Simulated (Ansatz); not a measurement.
## Electronic structure of C2H6InN in real space

Input file:

```
crystal:
  periodic: [false, false, false]
  atoms:
    - symbol: C
      position_ang: [-0.934302, 1.623805, -1.415440]
    - symbol: C
      position_ang: [-0.355029, 0.621615, -0.545202]
    - symbol: In
      position_ang: [1.078797, -1.854553, 1.607797]
    - symbol: "N"
      position_ang: [0.106045, -0.175750, 0.147919]
    - symbol: H
      position_ang: [-0.671912, 2.628552, -1.054781]
    - symbol: H
      position_ang: [-0.550746, 1.497815, -2.437910]
    - symbol: H
      position_ang: [-2.028710, 1.521000, -1.427284]
    - symbol: H
      position_ang: [0.517130, -3.221929, 0.690125]
    - symbol: H
      position_ang: [0.199330, -1.371951, 3.029402]
    - symbol: H
      position_ang: [2.722499, -1.319904, 1.408376]
basis:
  gaussian:
    orbitals: def2-TZVPD
hamiltonian:
  xc: pbe0
output: {forces: true, orbitals: {seedname: orbitals}}
```

Command:

```sh
ansatz run input.yaml --threads 2 --pin off --max-ram 5220MiB --events-out events.jsonl --progress --plain --runs-dir runs
```

Geometry: PBE0-D4/def2-SVP; core potentials replace the inner electrons of In.

Method: Ansatz 0.2.0, isolated molecule in a Gaussian basis; Kohn-Sham density functional theory, functional PBE0.

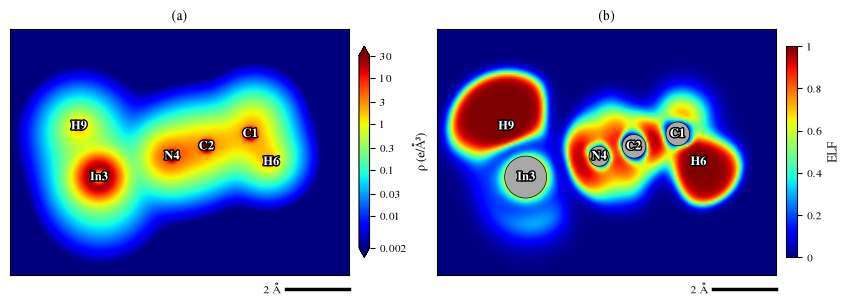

Figure 1. (a) electron density; (b) ELF on the plane of atoms C2, C1 and H6. Grey discs cover the atomic cores in the ELF map.

Q: Describe what can be read from this map.

A: The section cuts through C, In, N and H sites.
C–N (1.15 Å): ρ is about 3.6 e/Å³ halfway; the ELF peaks at about 0.85 between the atoms: a short, multiple covalent bond.
C–C (1.45 Å): ρ at the midpoint is about 1.9 e/Å³; the ELF peaks at about 0.95 between the atoms (a covalent bond).
In–N (2.43 Å): ρ is about 0.28 e/Å³ halfway; the ELF peaks at about 0.95 in the valence shell of N, 0.6 Å from its nucleus, and drops to about 0.10 between the two atoms.
C–H (1.10 Å): the density is about 2 e/Å³ at the midpoint; the ELF climbs to about 1 towards the hydrogen, as it does in any bond to H (a covalent bond by its length).
In–H (1.74 Å): ρ is about 1.1 e/Å³ halfway; the ELF climbs to about 1 towards the hydrogen.

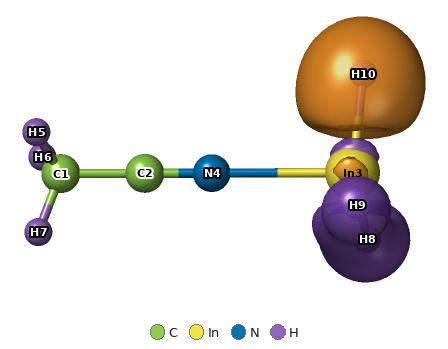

Figure 2. The HOMO at ±0.15 Å⁻³ᐟ² (orange and purple are the two phases), seen across its widest extent.

Q: What is the character of this orbital?

A: It lies mainly on In3 (about 40 %), H10 (about 40 %), H9 (about 10 %) and H8 (about 10 %). It is one of a degenerate set, so its orientation is arbitrary. Its energy is −7.12 eV.
